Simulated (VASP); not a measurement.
Band structure of K (bcc). Level of theory: PBEsol GGA, VASP's PBE PAW potentials (set 64) (plane waves; VASP 6.6.1).

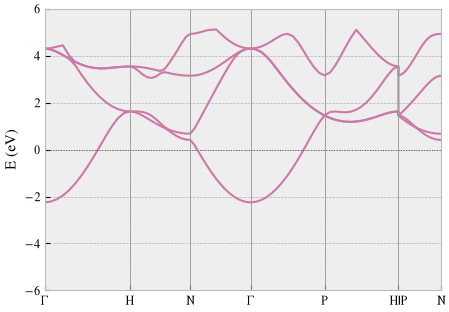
Figure: Bands along high-symmetry lines, zero at the valence-band maximum or, without a gap, the Fermi level

Problem. Read the plot: is there a gap, and where are the band edges?

Solution. It has no gap at this level: it comes out as a metal or semimetal. (Edges off the drawn lines would not show.)

The compound is K in the bcc structure. It was relaxed first.
